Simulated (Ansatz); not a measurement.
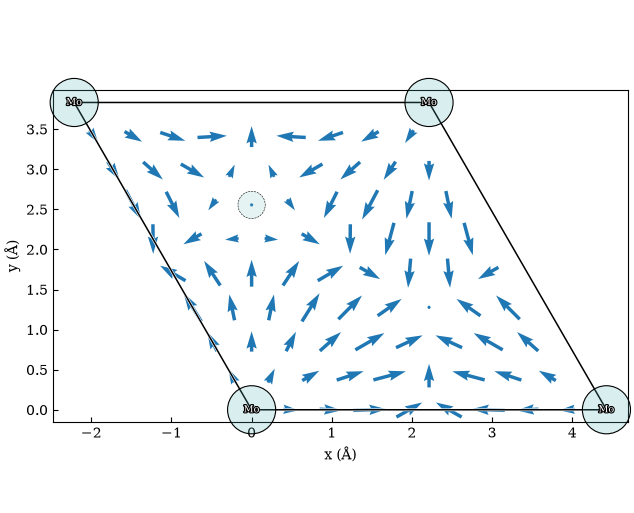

Si on a Mo(111) slab cut from the Im-3m phase, its upper half relaxed before the scan (6 atoms of substrate and one adsorbate in a 1 × 1 cell). Si is moved over the surface cell; relaxed at each place: the height of the adsorbate's atoms; substrate rigid; the origin of the map has the adsorbate above Mo6. Places are given modulo a cell vector. The map is drawn in real space over the plane of the surface. Grid: 9 × 9 points; 19 points were computed and 62 follow by symmetry. With one adsorbate in each 1 × 1 cell, its nearest image is 4.4 Å away, so neighbouring adsorbates interact. All numbers below come from Ansatz, DFT PBEsol, scalar-relativistic, plane waves, PAW. Settings: cutoff 420 eV, k-mesh 6×6×1, gaussian smearing 0.1 eV, no spin polarisation.

The picture shows arrows along the force (downhill), their lengths compressed, labelled circles for the atoms of the top layer and small ones for the second layer, the outline of one cell of the plane.

The arrows alone are given. Where is the energy lowest?

The arrows converge at a threefold hollow over a third-layer Mo atom, (6/9, 3/9) of the cell vectors (read from the interpolated surface).

The energy map of the same scan:

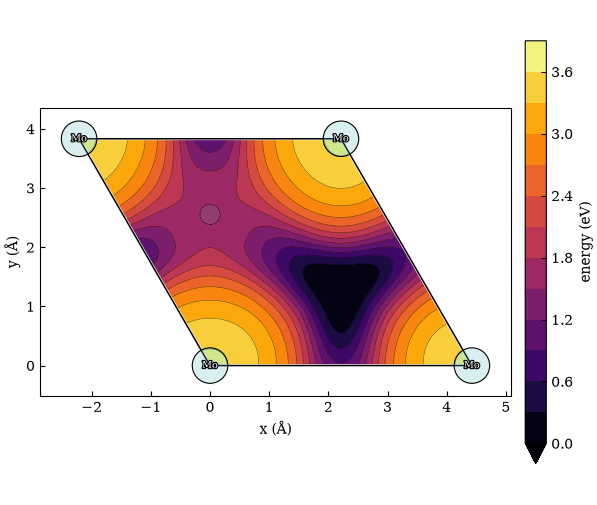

Energies are in eV, from the lowest grid point; between grid points the surface is interpolated.

PAW datasets: the set soft_1.
